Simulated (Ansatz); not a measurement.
**Run report: AlNH₄Cl₂, nudged elastic band**

- system: AlNH₄Cl₂
- method: RKS PBE-D4/6-31G* (Ansatz 0.2.0)

One setting was made poor on purpose. It belongs to a series of runs on one base structure; here: band between the two ends. Figures and captions count atoms from 1; the log counts them from 0 in places.

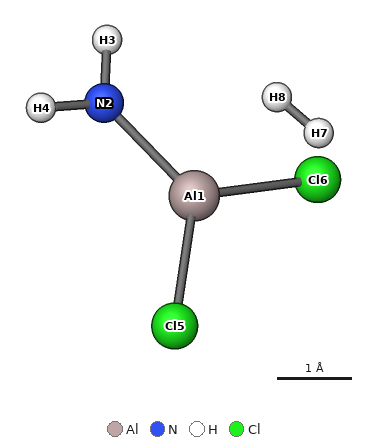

Fig. 1: The starting structure (ball-and-stick view, seen at a tilt; atoms are numbered from 1 in the order of the input). Sticks mark near contacts. Bond lengths as drawn: Al–Cl 2.11 Å, Al–N 1.77 Å, H–H 0.75 Å and H–N 1.02 Å.

### Input
```yaml
crystal:
  periodic: [false, false, false]
  atoms:
    - { symbol: Al, position_ang: [-0.011245, -0.187389, 0.354388] }
    - { symbol: "N", position_ang: [0.052473, -0.489075, 2.097672] }
    - { symbol: H, position_ang: [-0.749225, -0.769004, 2.660436] }
    - { symbol: H, position_ang: [0.905341, -0.452942, 2.653641] }
    - { symbol: Cl, position_ang: [1.75064, 0.285073, -0.699794] }
    - { symbol: Cl, position_ang: [-1.828134, -0.402922, -0.690101] }
    - { symbol: H, position_ang: [-0.573219, 2.6093, 0.348634] }
    - { symbol: H, position_ang: [-0.512631, 2.405859, 1.071525] }
basis:
  gaussian: { orbitals: "6-31G*" }
hamiltonian:
  xc: pbe
  dispersion: d4
neb:
  order_check: false
  images: 5
  f_tol: 0.05
  max_iterations: 60
  initial_path: linear
  final_atoms:
    - { symbol: Al, position_ang: [-0.17424028, 0.63620876, -0.03081605] }
    - { symbol: "N", position_ang: [-0.10171931, 0.28995996, 1.99708173] }
    - { symbol: H, position_ang: [-0.80318243, -0.41648093, 2.25827824] }
    - { symbol: H, position_ang: [0.82482172, -0.07551647, 2.25674053] }
    - { symbol: Cl, position_ang: [1.80522987, -0.04332798, -0.53908482] }
    - { symbol: Cl, position_ang: [-1.76812575, -0.72243595, -0.5315753] }
    - { symbol: H, position_ang: [-0.47050365, 2.19467102, -0.1682928] }
    - { symbol: H, position_ang: [-0.27828018, 1.13582159, 2.55406948] }
```

Run as:
```bash
ansatz run input.yaml --threads 1 --pin off --max-ram 2048MiB --backend cpu --events-out ev --progress --plain --runs-dir out
```

### Output
```
Engine: ansatz 0.2.0, aarch64-unknown-linux-gnu
Functional definition: PBE
  parameter kappa = 0.804
  parameter beta = 0.06672455060314922
  exchange = pbe_x(kappa = kappa, mu = beta*pi^2/3)
  correlation = pbe_c(beta = beta)
1022 factors; their error is unknown
mean field evaluation 1: about -33174.9317 eV, gradient 6.6e1 eV
mean field evaluation 2: about -33131.6910 eV, gradient 1.3e2 eV
mean field evaluation 4: about -33183.7290 eV, gradient 1.0e1 eV
mean field evaluation 8: about -33183.9877 eV, gradient 1.7e-1 eV
mean field evaluation 16: about -33183.9877 eV, gradient 3.6e-5 eV
mean field -33183.98774403 eV, -1219.4890566785 hartree, gradient 3.6e-5 eV, S^2 0.000000; 0 other end points of the search recorded, 0 dependent functions left out
the calculation of the forces begins
reference -33183.98778363 eV, -1219.4890581335 hartree; 29, 29 occupied and 51, 51 virtual orbitals, 1022 factors
1022 factors; their error is unknown
mean field evaluation 32: about -33184.9010 eV, gradient 3.7e-5 eV
mean field -33184.90100121 eV, -1219.5226182607 hartree, gradient 3.7e-5 eV, S^2 0.000000; 0 other end points of the search recorded, 0 dependent functions left out
[... from here on the field's lines of each further geometry are left out, up to the last ...]
NEB iter   1: max|band force component| = 3.495e0 eV/Å  barrier→ = 2.9806 eV  barrier← = 3.8994 eV  Δτ_max = 0.2000 Å  (183 SCF iters)
NEB iter   2: max|band force component| = 2.668e0 eV/Å  barrier→ = 1.7606 eV  barrier← = 2.6794 eV  Δτ_max = 0.2000 Å  (139 SCF iters)
NEB iter   3: max|band force component| = 4.638e0 eV/Å  barrier→ = 1.1642 eV  barrier← = 2.0830 eV  Δτ_max = 0.1008 Å  (140 SCF iters)
NEB iter   4: max|band force component| = 1.553e0 eV/Å  barrier→ = 0.9516 eV  barrier← = 1.8704 eV  Δτ_max = 0.2000 Å  (135 SCF iters)
NEB iter   5: max|band force component| = 2.822e0 eV/Å  barrier→ = 0.6850 eV  barrier← = 1.6038 eV  Δτ_max = 0.1011 Å  (135 SCF iters)
NEB iter   6: max|band force component| = 7.909e-1 eV/Å  barrier→ = 0.6357 eV  barrier← = 1.5545 eV  Δτ_max = 0.0535 Å  (134 SCF iters)
NEB iter   7: max|band force component| = 3.316e-1 eV/Å  barrier→ = 0.6150 eV  barrier← = 1.5338 eV  CI = image 3  Δτ_max = 0.0487 Å  (134 SCF iters)
NEB iter   8: max|band force component| = 1.795e-1 eV/Å  barrier→ = 0.6121 eV  barrier← = 1.5309 eV  CI = image 3  Δτ_max = 0.0280 Å  (128 SCF iters)
NEB iter   9: max|band force component| = 1.004e-1 eV/Å  barrier→ = 0.6118 eV  barrier← = 1.5306 eV  CI = image 3  Δτ_max = 0.0221 Å  (115 SCF iters)
the calculation of the forces begins
reference -33184.78987160 eV, -1219.5185343229 hartree; 29, 29 occupied and 51, 51 virtual orbitals, 1022 factors
1022 factors; their error is unknown
mean field evaluation 512: about -33183.4037 eV, gradient 7.8e-2 eV
mean field -33183.37111506 eV, -1219.4663959818 hartree, gradient 1.2e-5 eV, S^2 0.000000; 1 other end points of the search recorded, 0 dependent functions left out
the calculation of the forces begins
reference -33183.37115529 eV, -1219.4663974601 hartree; 29, 29 occupied and 51, 51 virtual orbitals, 1022 factors
NEB iter  10: max|band force component| = 2.128e-2 eV/Å  barrier→ = 0.6118 eV  barrier← = 1.5306 eV  CI = image 3  Δτ_max = 0.0000 Å  (239 SCF iters)
```

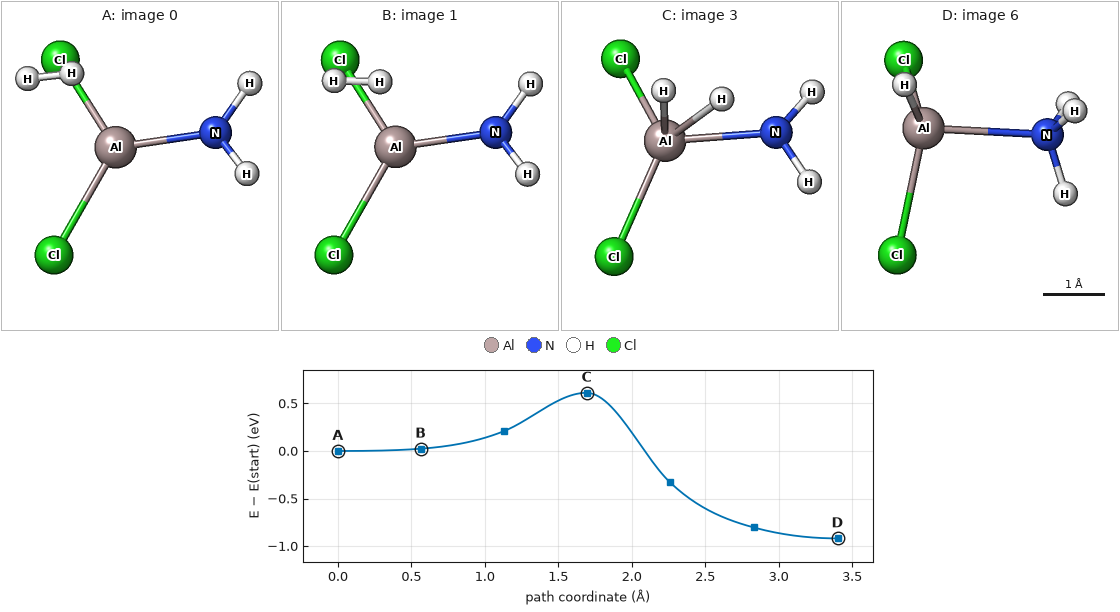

Fig. 2: Images of the last band (counted from 0; ball-and-stick, seen at a tilt) above the energy along the path; the line is a cubic interpolation that uses the forces. The highest image is number 3, 0.612 eV above the start and 1.531 eV above the end (the climbing image); the end lies 0.919 eV below the start. The path is 3.40 Å long. The band converged in 10 iterations.

```
Total energy: -33183.55607536 eV, -1219.4731931475 hartree
Atom 0 at    -0.098513     0.235389     0.147295 Å, force    -0.000009    -0.000455     0.000152 eV/Å
Atom 1 at    -0.059250     0.091345     2.028626 Å, force     0.000269    -0.000216     0.001574 eV/Å
Atom 2 at    -0.824223    -0.354473     2.544400 Å, force    -0.000231     0.000768    -0.001298 eV/Å
Atom 3 at     0.823123    -0.033213     2.534463 Å, force    -0.000210     0.000716    -0.001180 eV/Å
Atom 4 at     1.784146     0.192893    -0.812462 Å, force     0.000002     0.000066     0.000106 eV/Å
Atom 5 at    -1.838429    -0.512886    -0.790853 Å, force     0.000010     0.000063     0.000122 eV/Å
Atom 6 at    -0.428780     1.945833     0.647017 Å, force    -0.000056     0.000034     0.000650 eV/Å
Atom 7 at    -0.324074     1.434013     1.497915 Å, force     0.000224    -0.000976    -0.000127 eV/Å
Dipole moment:    -0.001093     0.030718     0.815583 e Å
this run last wrote the band of iteration 10 to [file]
```

### The last band as extended XYZ (Å, eV, eV/Å)
```
8
Properties=species:S:1:pos:R:3:forces:R:3 image=0 energy=-33184.16784
Al   -0.0112   -0.1874    0.3544    0.0008  -0.0031  -0.0027
N     0.0525   -0.4891    2.0977    0.0001   0.0022   0.0027
H    -0.7492   -0.7690    2.6604    0.0005  -0.0017  -0.0001
H     0.9053   -0.4529    2.6536   -0.0001  -0.0011   0.0012
Cl    1.7506    0.2851   -0.6998    0.0003   0.0018   0.0001
Cl   -1.8281   -0.4029   -0.6901   -0.0023   0.0003  -0.0005
H    -0.5732    2.6093    0.3486    0.0006   0.0007  -0.0090
H    -0.5126    2.4059    1.0715    0.0001   0.0009   0.0084
8
Properties=species:S:1:pos:R:3:forces:R:3 image=1 energy=-33184.14382
Al   -0.0309   -0.0999    0.3033    0.0055  -0.0287   0.0015
N     0.0243   -0.3452    2.0583    0.0087  -0.0442   0.0158
H    -0.7753   -0.6310    2.6207   -0.0010  -0.0262   0.0068
H     0.8772   -0.3082    2.6137    0.0109  -0.0240   0.0069
Cl    1.7365    0.3232   -0.7644   -0.0015  -0.0003   0.0094
Cl   -1.8362   -0.3744   -0.7495    0.0017   0.0003   0.0093
H    -0.5164    2.3939    0.5238   -0.0114   0.0575  -0.0241
H    -0.4451    2.0405    1.1905   -0.0128   0.0657  -0.0258
8
Properties=species:S:1:pos:R:3:forces:R:3 image=2 energy=-33183.96044
Al   -0.0594    0.0415    0.2579    0.0489  -0.2488   0.1073
N    -0.0155   -0.1371    2.0397    0.0438  -0.2235   0.0175
H    -0.8022   -0.4918    2.5802    0.0139  -0.1068   0.0681
H     0.8522   -0.1689    2.5717    0.0279  -0.1041   0.0681
Cl    1.7434    0.3007   -0.8072   -0.0375   0.0634   0.0214
Cl   -1.8380   -0.3976   -0.7888    0.0112   0.0729   0.0212
H    -0.4640    2.1265    0.6381   -0.0390   0.1983  -0.0544
H    -0.3825    1.7257    1.3049   -0.0692   0.3485  -0.2492
8
Properties=species:S:1:pos:R:3:forces:R:3 image=3 energy=-33183.55604
Al   -0.0985    0.2354    0.1473    0.0000  -0.0005   0.0002
N    -0.0592    0.0913    2.0286    0.0003  -0.0002   0.0016
H    -0.8242   -0.3545    2.5444   -0.0002   0.0008  -0.0013
H     0.8231   -0.0332    2.5345   -0.0002   0.0007  -0.0012
Cl    1.7841    0.1929   -0.8125    0.0000   0.0001   0.0001
Cl   -1.8384   -0.5129   -0.7909    0.0000   0.0001   0.0001
H    -0.4288    1.9458    0.6470   -0.0001   0.0000   0.0006
H    -0.3241    1.4340    1.4979    0.0002  -0.0010  -0.0001
8
Properties=species:S:1:pos:R:3:forces:R:3 image=4 energy=-33184.49883
Al   -0.1305    0.3936    0.0148   -0.1016   0.5089  -0.3837
N    -0.0790    0.1942    2.0201   -0.0415   0.2126  -0.0428
H    -0.8397   -0.2772    2.5266   -0.0242   0.1025  -0.0939
H     0.8092    0.0443    2.5161   -0.0171   0.1036  -0.0938
Cl    1.8142    0.0829   -0.7873    0.0608  -0.1791   0.0300
Cl   -1.8259   -0.6261   -0.7644    0.0113  -0.1887   0.0303
H    -0.4328    1.9583    0.4011   -0.0153   0.0601  -0.5756
H    -0.2816    1.2289    1.8694    0.1277  -0.6198   1.1297
8
Properties=species:S:1:pos:R:3:forces:R:3 image=5 energy=-33184.97181
Al   -0.1538    0.5132   -0.0349   -0.0198   0.1001  -0.0380
N    -0.0911    0.2544    2.0050   -0.0070   0.0366  -0.0130
H    -0.8266   -0.3275    2.4269    0.0127  -0.0518  -0.0808
H     0.8140   -0.0074    2.4169    0.0067  -0.0531  -0.0807
Cl    1.8109   -0.0209   -0.7016   -0.0060  -0.0645   0.0594
Cl   -1.7818   -0.7209   -0.6800    0.0304  -0.0573   0.0592
H    -0.4570    2.0739    0.1117   -0.0195   0.0939  -0.2077
H    -0.2807    1.2341    2.2523    0.0025  -0.0039   0.3015
8
Properties=species:S:1:pos:R:3:forces:R:3 image=6 energy=-33185.08664
Al   -0.1683    0.5900   -0.0420    0.0023  -0.0035  -0.0057
N    -0.1080    0.3367    2.0000    0.0088  -0.0192   0.0153
H    -0.8104   -0.3579    2.2888   -0.0081   0.0101  -0.0106
H     0.8173   -0.0154    2.2817    0.0003   0.0116  -0.0104
Cl    1.8149   -0.1096   -0.5066   -0.0032  -0.0008  -0.0004
Cl   -1.7578   -0.7920   -0.4900    0.0026  -0.0001   0.0011
H    -0.4651    2.1402   -0.2522    0.0001  -0.0016   0.0032
H    -0.2887    1.2069    2.5167   -0.0028   0.0034   0.0076
```

### Results in brief

```csv
quantity,value
outcome,converged
"barrier, forward",0.612 eV
"barrier, backward",1.531 eV
hardware,"1 thread of Arm Neoverse V1, 24 GiB of memory available, shared host"
wall time,2.6 min
peak memory,0.14 GiB
```

### Remarks

A deliberately poor setting: straight start. The order of the saddle point was not checked.
